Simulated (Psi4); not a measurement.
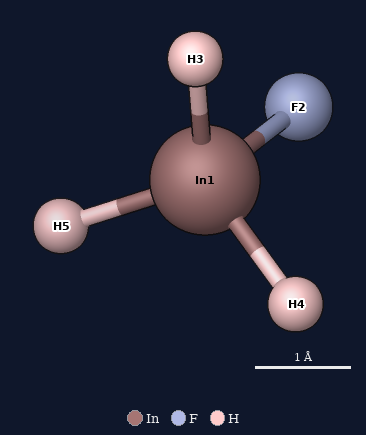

*The input geometry (ball-and-stick view, seen at a tilt; atoms are numbered from 1 in the order of the input). Sticks mark near contacts.*

**InH3F (charge −1): single-point calculation (part 1 of 2)**

System: InH3F, charge −1, SMILES [H][In-]([H])([H])[F].
Method: DLPNO-MP2/def2-SVPD, RHF, core potentials def2 (Psi4 1.11).

The geometry comes from this level: GFN2-xTB.

### Input file (calc.inp)
```
memory 1600 MB

molecule {
  -1 1
  In
  F 1 2.018039
  H 1 1.70503 2 105.39075
  H 1 1.704007 3 113.58781 2 114.7587
  H 1 1.706055 4 113.0464 3 -131.00635
  symmetry c1
  no_reorient
  no_com
}

set reference rhf
set scf_type df
set num_frozen_docc 5
set pno_convergence loose
set print 2

e, wfn = energy('dlpno-mp2/def2-SVPD', return_wfn=True)
```

Launched with:
```bash
psi4 calc.inp calc.out -n 1
```

### The program's output
```
Psi4 1.11 release

   => Loading Basis Set <=

    Name: DEF2-SVPD
    Role: ORBITAL
    Keyword: BASIS

    !!!  WARNING: ECP capability is in beta. Please check occupations closely.  !!!

         ---------------------------------------------------------
                                   SCF
                              RHF Reference
                        1 Threads,   1525 MiB Core
         ---------------------------------------------------------

  ==> Geometry <==

    Molecular point group: c1
    Full point group: C1

    Geometry (in Angstrom), charge = -1, multiplicity = 1:

       Center              X                  Y                   Z               Mass
    ------------   -----------------  -----------------  -----------------  -----------------
         IN          -0.000060175488     0.000082856598    -0.270094173560   114.903878776000
         F           -0.000060175488     0.000082856598     1.747944826440    18.998403162730
         H           -0.000060175488     1.643967520584    -0.722609932857     1.007825032230
         H           -1.418147789332    -0.830903741382    -0.719681372541     1.007825032230
         H            1.426203038227    -0.824072324518    -0.714126994046     1.007825032230

  Running in c1 symmetry.

  Rotational constants: A =      2.06062  B =      0.23392  C =      0.23383 [cm^-1]
  Rotational constants: A =  61775.90607  B =   7012.61624  C =   7009.91388 [MHz]
  Nuclear repulsion =   74.489250879147463

  Charge       = -1
  Multiplicity = 1
  Electrons    = 34
  Nalpha       = 17
  Nbeta        = 17

  ==> Algorithm <==

  SCF Algorithm Type is DF.
  DIIS enabled.
  MOM disabled.
  Fractional occupation disabled.
  Guess Type is SAD.
  Energy threshold   = 1.00e-08
  Density threshold  = 1.00e-08
  Integral threshold = 1.00e-12

  ==> Primary Basis <==

  -AO BASIS SET INFORMATION:
    Name                   = DEF2-SVPD
    Blend                  = DEF2-SVPD
    Total number of shells = 33
    Number of primitives   = 58
    Number of AO           = 84
    Number of SO           = 79
    Maximum AM             = 2
    Spherical Harmonics    = TRUE

  -Contraction Scheme:
    Atom   Type   All Primitives // Shells:
   ------ ------ --------------------------
       1    IN     11s 7p 7d // 5s 4p 3d
       2     F     8s 5p 2d // 4s 3p 2d
       3     H     4s 2p // 2s 2p
       4     H     4s 2p // 2s 2p
       5     H     4s 2p // 2s 2p

  -CORE POTENTIAL INFORMATION:
    Total number of shells   = 4
    Number of terms          = 18
    Number of core electrons = 28
    Maximum AM               = 3

  -Contraction Scheme:
    Atom   Type  #elec    All terms // Shells:
   ------ ------ ----- --------------------------
       1    IN     28   4s 6p 6d 2f // 1s 1p 1d 1f
       2     F      0
       3     H      0
       4     H      0
       5     H      0

   => Loading Basis Set <=

    Name: (DEF2-SVPD AUX)
    Role: JKFIT
    Keyword: DF_BASIS_SCF

  ==> Integral Setup <==

  DFHelper Memory: AOs need 0.019 GiB; user supplied 1.118 GiB.
  SCF_SUBTYPE=INCORE selected. In-core MEM_DF algorithm will be used.
  Using in-core AOs.

  ==> MemDFJK: Density-Fitted J/K Matrices <==

    J tasked:                   Yes
    K tasked:                   Yes
    wK tasked:                   No
    Memory [MiB]:              1144
    Algorithm:                 Core
    Schwarz Cutoff:           1E-12
    Mask sparsity (%):       0.0641
    Fitting Condition:        1E-10

   => Auxiliary Basis Set <=

  -AO BASIS SET INFORMATION:
    Name                   = (DEF2-SVPD AUX)
    Blend                  = DEF2-UNIVERSAL-JKFIT
    Total number of shells = 89
    Number of primitives   = 110
    Number of AO           = 462
    Number of SO           = 349
    Maximum AM             = 5
    Spherical Harmonics    = TRUE

  -Contraction Scheme:
    Atom   Type   All Primitives // Shells:
   ------ ------ --------------------------
       1    IN     13s 12p 11d 8f 6g 3h // 11s 10p 10d 7f 5g 3h
       2     F     14s 10p 6d 2f 1g // 10s 8p 4d 2f 1g
       3     H     4s 2p 2d // 2s 2p 2d
       4     H     4s 2p 2d // 2s 2p 2d
       5     H     4s 2p 2d // 2s 2p 2d

  Minimum eigenvalue in the overlap matrix is 2.4253728660E-03.
  Reciprocal condition number of the overlap matrix is 4.1109978455E-04.
    Using symmetric orthogonalization.

  ==> Pre-Iterations <==

  SCF Guess: Superposition of Atomic Densities via on-the-fly atomic UHF (no occupation information).

   -------------------------
    Irrep   Nso     Nmo
   -------------------------
     A         79      79
   -------------------------
    Total      79      79
   -------------------------

  ==> Iterations <==

                           Total Energy        Delta E     RMS |[F,P]|

   @DF-RHF iter SAD:  -288.72644179802779   -2.88726e+02   0.00000e+00
   @DF-RHF iter   1:  -290.22768317506097   -1.50124e+00   6.43207e-03 DIIS/ADIIS
   @DF-RHF iter   2:  -290.30669105678930   -7.90079e-02   4.37355e-03 DIIS/ADIIS
   @DF-RHF iter   3:  -290.34285664900608   -3.61656e-02   4.39958e-04 DIIS/ADIIS
   @DF-RHF iter   4:  -290.34338386826767   -5.27219e-04   1.03736e-04 DIIS/ADIIS
   @DF-RHF iter   5:  -290.34343167351153   -4.78052e-05   2.12590e-05 DIIS
   @DF-RHF iter   6:  -290.34343572899724   -4.05549e-06   5.52380e-06 DIIS
   @DF-RHF iter   7:  -290.34343603429659   -3.05299e-07   1.09088e-06 DIIS
   @DF-RHF iter   8:  -290.34343604586275   -1.15662e-08   1.78611e-07 DIIS
   @DF-RHF iter   9:  -290.34343604613741   -2.74667e-10   2.72751e-08 DIIS
   @DF-RHF iter  10:  -290.34343604614304   -5.62750e-12   4.37744e-09 DIIS
  Energy and wave function converged.

  ==> Post-Iterations <==

    Orbital Energies [Eh]
    ---------------------

    Doubly Occupied:

       1A    -25.990791     2A     -5.159568     3A     -3.416510
       4A     -3.415547     5A     -3.415534     6A     -1.232555
       7A     -0.808828     8A     -0.808758     9A     -0.806084
      10A     -0.799220    11A     -0.799199    12A     -0.411595
      13A     -0.355274    14A     -0.355257    15A     -0.308175
      16A     -0.203164    17A     -0.202340

    Virtual:

      18A      0.183451    19A      0.237026    20A      0.253444
      21A      0.253670    22A      0.268070    23A      0.268126
      24A      0.275365    25A      0.308964    26A      0.309164
      27A      0.401543    28A      0.424530    29A      0.451004
      30A      0.451901    31A      0.452396    32A      0.520596
      33A      0.520942    34A      0.528396    35A      0.528417
      36A      0.528780    37A      0.548574    38A      0.611092
      39A      0.611590    40A      0.661809    41A      0.738887
      42A      0.755148    43A      0.756368    44A      0.776763
      45A      0.909357    46A      0.910031    47A      0.944043
      48A      0.944518    49A      0.991134    50A      0.992143
      51A      1.014042    52A      1.159536    53A      1.160744
      54A      1.199251    55A      1.305898    56A      1.345723
      57A      1.348126    58A      1.979561    59A      1.979667
      60A      2.098379    61A      2.139559    62A      2.174935
      63A      2.176478    64A      2.230531    65A      2.231515
      66A      2.282632    67A      2.331182    68A      2.471014
      69A      2.488844    70A      2.489813    71A      4.004539
      72A      4.004616    73A      4.043859    74A      4.043930
      75A      4.073289    76A     17.944880    77A     18.290279
      78A     18.294575    79A     61.932158

    Final Occupation by Irrep:
              A
    DOCC [    17 ]
    NA   [    17 ]
    NB   [    17 ]

  @DF-RHF Final Energy:  -290.34343604614304

   => Energetics <=

    Nuclear Repulsion Energy =             74.4892508791474626
    One-Electron Energy =                -632.6885767199197517
    Two-Electron Energy =                 267.8558897946292632
    Total Energy =                       -290.3434360461430401

Computation Completed

Properties will be evaluated at   0.000000,   0.000000,   0.000000 [a0]

Properties computed using the SCF density matrix

 Multipole Moments:

 ------------------------------------------------------------------------------------
     Multipole            Electronic (a.u.)      Nuclear  (a.u.)        Total (a.u.)
 ------------------------------------------------------------------------------------

 L = 1.  Multiply by 2.5417464519 to convert [e a0] to [Debye]
 Dipole X            :         -0.0197008            0.0116970           -0.0080037
 Dipole Y            :          0.0256241           -0.0161058            0.0095182
 Dipole Z            :        -15.6736407           14.9347087           -0.7389320
 Magnitude           :                                                    0.7390367

 ------------------------------------------------------------------------------------

	total time  =          1 seconds =       0.02 minutes

  //>>>>>>>>>>>>>>>>>>>>>>>>>>>>>>>>>>>//
  //             DLPNO-MP2             //
  //<<<<<<<<<<<<<<<<<<<<<<<<<<<<<<<<<<<//

   => Loading Basis Set <=

    Name: (DEF2-SVPD AUX)
    Role: RIFIT
    Keyword: DF_BASIS_MP2

   --------------------------------------------
                     DLPNO-MP2
   --------------------------------------------

  DLPNO convergence set to LOOSE.

  Detailed DLPNO thresholds and cutoffs:
    T_CUT_DO     = 2.000e-02
    T_CUT_PNO    = 1.000e-07
    T_CUT_DO_IJ  = 1.000e-05
    T_CUT_PRE    = 1.000e-06
    T_CUT_DO_PRE = 3.000e-02
    T_CUT_MKN    = 1.000e-03
    T_CUT_CLMO   = 1.000e-04
    T_CUT_CPAO   = 1.000e-04
    S_CUT        = 1.000e-08
    F_CUT        = 1.000e-05

  ==> Boys Localizer <==

    Convergence =   1.000E-12
    Maxiter     =        1000
```
